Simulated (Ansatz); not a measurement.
Band structure of FeAl (Pm-3m, 2 atoms in the cell).

```yaml
crystal:
  lattice:
    - [2.91000, 0.00000, 0.00000]
    - [0.00000, 2.91000, 0.00000]
    - [0.00000, 0.00000, 2.91000]
  atoms:
    - { symbol: Al, position: [0.50000, 0.50000, 0.50000] }
    - { symbol: Fe, position: [0.00000, 0.00000, 0.00000] }
```

Computed with PBE (plane waves, PAW; Ansatz, a quantum-chemistry and plane-wave program).

Settings: kpoints.mp_grid.grid = 11 11 11; hamiltonian.xc = pbe; hamiltonian.pseudopotentials = {kind: paw} (the program's default PAW files); scf.occupations.method = fermi_dirac; scf.occupations.width = 0.1 eV; kpoints.band_path.npoints = 8.

The starting cell has typed, rounded lattice constants, without a prior relaxation at this level. Spin polarisation is off.

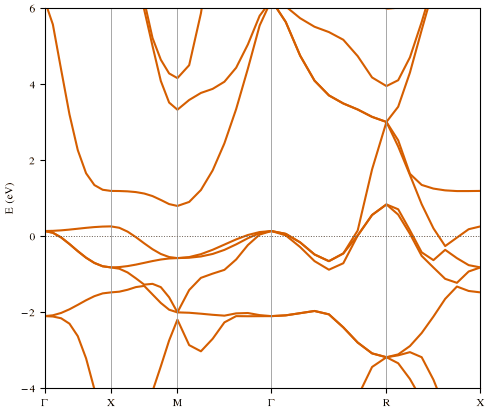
Fig. 1. Bands along the path, energies from the Fermi level.

Levels in eV from the Fermi level, bands 6 to 13:
| point | 6 | 7 | 8 | 9 | 10 | 11 | 12 | 13 |
|---|---|---|---|---|---|---|---|---|
| Γ | -2.11 | -2.11 | 0.13 | 0.13 | 0.13 | 6.21 | 6.21 | 6.21 |
| X | -5.77 | -1.48 | -0.82 | -0.82 | 0.26 | 1.19 | 8.59 | 10.86 |
| M | -2.20 | -2.01 | -2.01 | -0.58 | -0.58 | 0.79 | 3.33 | 4.16 |
| R | -3.19 | -3.19 | 0.83 | 0.83 | 3.01 | 3.01 | 3.01 | 3.95 |

Bands cross the Fermi level along this path, so the cell is metallic at this level.

Keys are those of Ansatz 0.2.
